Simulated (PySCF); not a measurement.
**C₂H₈O₂Si: density, localisation and related maps**

```xyz
13

C    -1.0202    0.5055    1.2585
Si   -0.0025   -0.4165   -0.0518
C     0.7546    0.8048   -1.3003
O    -0.9949   -1.4755   -0.7871
O     1.1719   -1.3539    0.6143
H    -0.4508    1.3036    1.7256
H    -1.3499   -0.1695    2.0425
H    -1.9054    0.9508    0.8184
H     1.4115    0.2968   -2.0011
H    -0.0179    1.2995   -1.8792
H     1.3370    1.5792   -0.8097
H    -0.6612   -2.3395   -1.0138
H     1.8677   -0.9554    1.1274
```

Geometry: GFN2-xTB.

Computed with PySCF 2.14.0, mPW1PW91/pcSseg-1, SCF density, in a chloroform solvent model, non-relativistic.

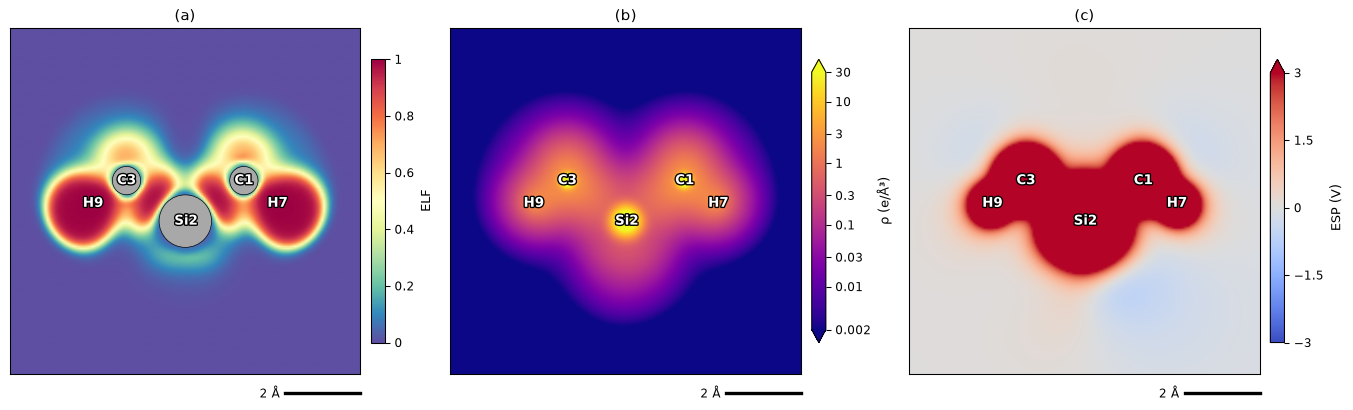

Figure 1. (a) electron localisation function; (b) electron density; (c) electrostatic potential on the plane of atoms C1, Si2 and C3. Grey discs cover the atomic cores in the ELF map.

> What do the fields say about this system?

- Atoms in the plane: C, Si and H.
- C–Si (1.90 Å): ρ at the midpoint is about 0.95 e/Å³; the ELF peaks at about 0.95 between the atoms; a shared electron pair.
- C–H (1.09 Å): the density is about 1.9 e/Å³ at the midpoint; the ELF climbs to about 1 towards the hydrogen, as it does in any bond to H; a covalent bond by its length.
- Outside the dense part of the molecule the potential is most negative (−0.6 V) near O5, which lies off the plane.

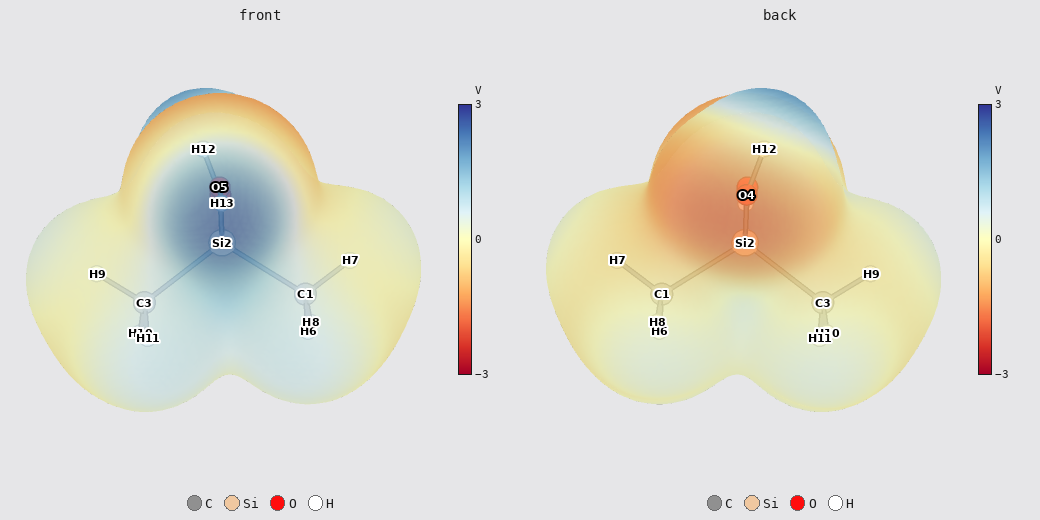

Figure 2. The molecular electrostatic potential painted on the density surface at 0.001 e/bohr³, seen from the front and from behind; the colour scale runs from red (negative) to blue (positive).

> Which sites attract a positive test charge, and which a negative one?

A positive charge is drawn to the negative regions and a negative charge to the positive ones. The most negative region (about −1.5 V) lies over O4, the most positive (about +2.2 V) over H13. O4 is the likeliest acceptor of a hydrogen bond.

> How polar is the molecule by this calculation?

Its dipole moment is 2.04 D.
